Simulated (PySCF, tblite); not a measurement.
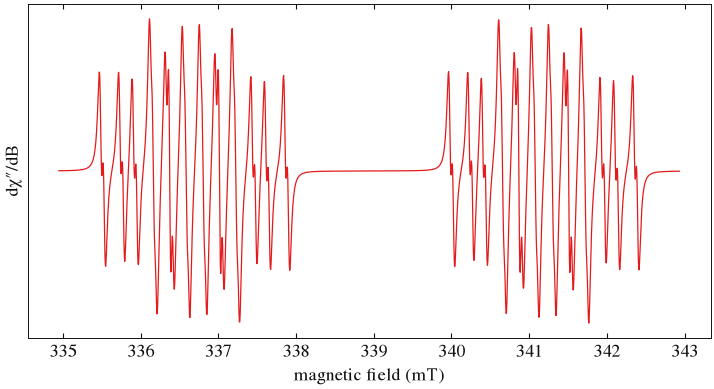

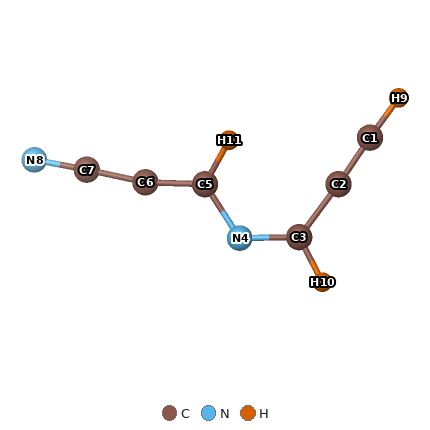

First-order isotropic EPR spectrum (fast tumbling, first derivative) of C₆H₃N₂, SMILES C#C/C=N\C=[C]\C#N, doublet at 9.50 GHz, Lorentzian lines of 0.07 mT full width at half height, from computed g and hyperfine couplings (B3LYP/pcH-1, PySCF 2.14.0, at a GFN2-xTB geometry (a minimum by its frequencies), gas phase); values of one conformer, averaged over methyl-type rotors alone; other conformers aren't averaged in; no vibrational averaging; dilute isotopes left out. The SMILES is one Lewis form and needn't show where the spin sits.

Which couplings does the calculation give? The spectrum shows the sizes of those above the line width, not their signs.

Answer.
```
nuclei  isotope  a (mT)  a (MHz)
   H11       ¹H    4.49    125.9
    N4      ¹⁴N    0.64     17.9
    N8      ¹⁴N    0.42     11.8
   H10       ¹H    0.25      6.9
    H9       ¹H    0.05      1.3
```

What is the g value, and how wide is the spectrum?

Answer. g_iso = 2.0026, which centres the spectrum at 338.9 mT; it spans 6.9 mT.

Note: the tight-binding geometry is rougher than a DFT one and adds to the error.
